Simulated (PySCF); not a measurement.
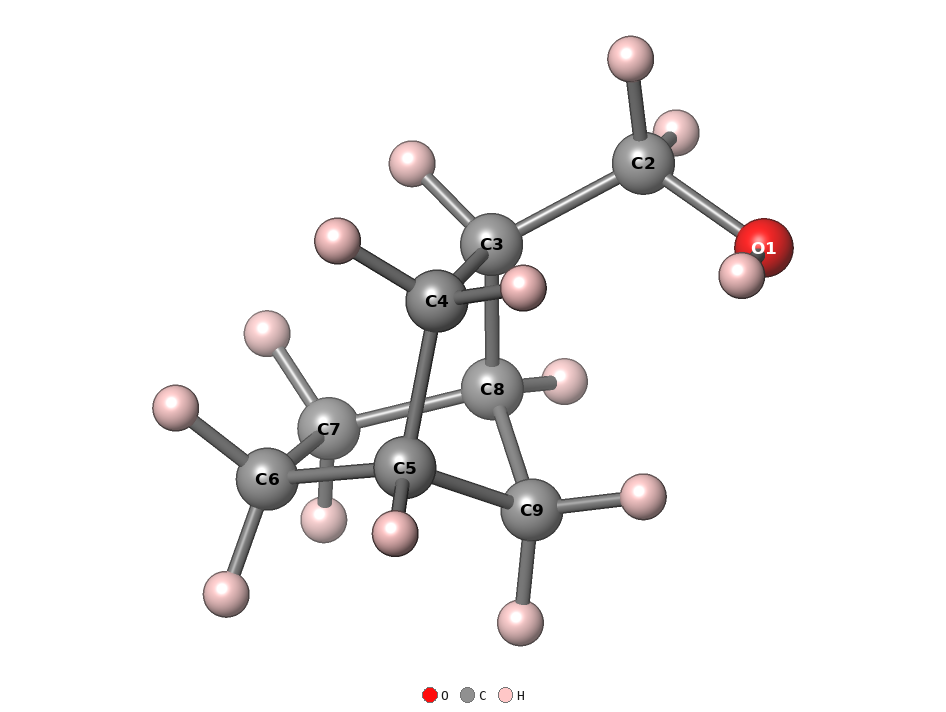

Depth is shown by fading: the farther an atom, the more it takes the colour of the background. The geometry was computed by an optimisation with GFN2-xTB. No frequency run is at hand to confirm it as a minimum.

What is the conformation of the ring C5–C6–C7–C8–C9?

Answer. It is an envelope, with C9 as the flap. The Cremer–Pople amplitude Q is 0.59 Å.

Give the torsion angles round the ring, beginning with the bond from its second to its third atom.

Answer. −2°, 37°, −57°, 56°, −34°.
